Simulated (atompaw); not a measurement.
Input of atompaw 4.2.0.5:

```
Sn 50
GGA-PBE scalarrelativistic loggrid 1500 logderivrange -3 5 201
5 5 4 0 0 0
5 1 2
0 0 0
c
c
c
c
v
c
c
c
v
c
c
2
3.00 2.45 2.50 1.75
y
-0.45
n
y
2.95
n
y
-0.15
y
2.1
n
custom rrkj gramschmidtortho sinc
3 1 troulliermartins
3.00
3.00
3.00
3.00
2.95
2.95
```

Command:
```bash
atompaw < Sn.input > Sn.log
```

Functional and relativity: PBE, scalar-relativistic.

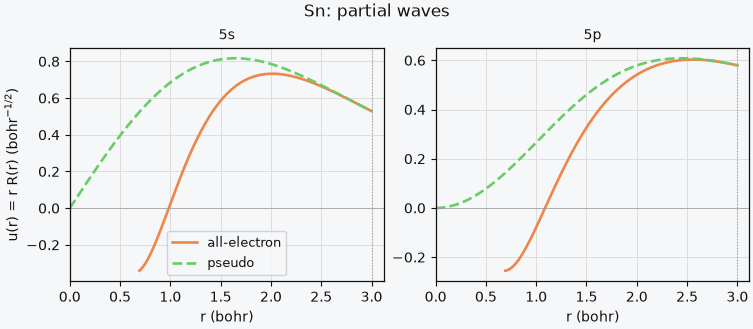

Partial waves u(r) = r R(r), all-electron (solid) and pseudo (dashed). Dotted lines mark the matching radii. The all-electron curves start outside the innermost oscillations, which aren't drawn.

Pseudo-waves: 5s has no node; 5p has no node.

* Cutoffs needed: 6 Ry or less and 8 Ry (the cutoffs, on a coarse ladder, from which the occupation-weighted sum of valence levels, in a spherical-Bessel basis at the reference potential, stays within 10 and 1 mRy of its value at 400 Ry)
* Ghost test: ghost state below the valence levels: s at -27.0 eV (spherical-Bessel basis up to 400 Ry, 20 bohr box)
* Lowest eigenvalue of the overlap operator: 0.2 (s channel)
* Overlap eigenvalues printed by atompaw (projector basis): 0.00711, 0.0865, 0.132, 0.37, 3.83, 9.79
* Share of each valence orbital outside the PAW sphere: 5s 21 %, 5p 50 %
